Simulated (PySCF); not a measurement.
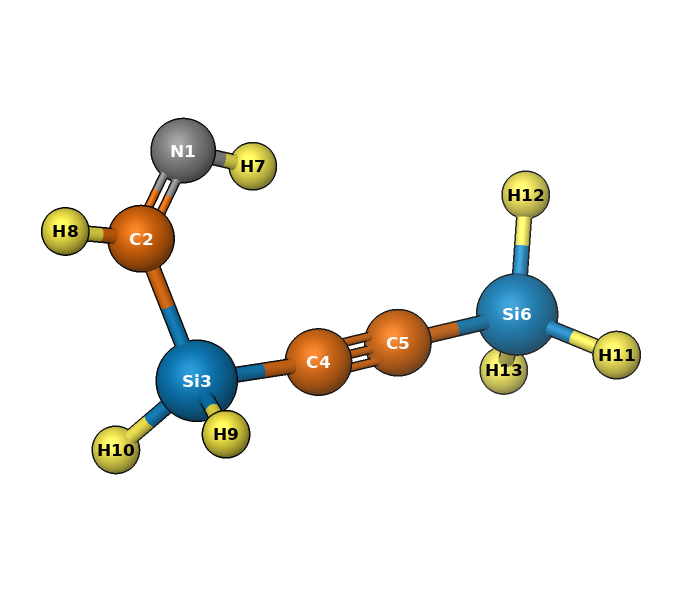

Numbered structure. Computed geometry: PBE0-D3(BJ)/def2-SVP optimisation. No frequency run is at hand to confirm it as a minimum.

What is the geometry at C4?

C4 has 2 neighbours (Si3 at 1.84, C5 at 1.22 Å); the arrangement is linear.

What is the geometry at Si3?

Si3 has 4 neighbours (C2 at 1.90, C4 at 1.84, H9 at 1.49, H10 at 1.49 Å); the arrangement is tetrahedral.

What is the geometry at C2?

C2 has 3 neighbours (N1 at 1.27, Si3 at 1.90, H8 at 1.11 Å); the arrangement is trigonal planar.

How are the neighbours of atom 1 arranged?

N1 has 2 neighbours (C2 at 1.27, H7 at 1.03 Å); the arrangement is bent.

What is the dihedral angle N1–C2–Si3–C4?

2° in size, that is syn (eclipsed).
